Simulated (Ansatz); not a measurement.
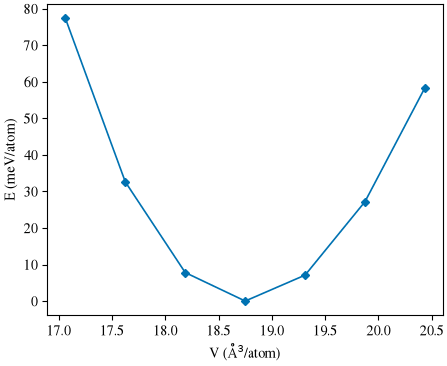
Figure. Hf₃Ge₂ in space group P4/mbm (No. 127; Hf on 2a, Hf on 4h, Ge on 4g) under volume change, DFT-r²SCAN in the program Ansatz with PAW potentials, shape and atoms relaxed at each volume.

What does a third-order Birch–Murnaghan fit give for V₀, B₀ and B′?

V₀ = 18.75 Å³/atom, B₀ = 141 GPa, B′ = 3.8.

The first step of the workflow began from a Materials Project structure, measured or hypothetical; the Crystallography Open Database copy checked does not list it. Its standing as an ambient phase is unchecked. The cell was relaxed with r²SCAN under the symmetry of its start; its stability against distortions is not shown here. The run is not spin-polarised. Scalar-relativistic: spin–orbit coupling is off unless named, which matters more the heavier the elements.

Potentials: the later of the program's two PAW sets.
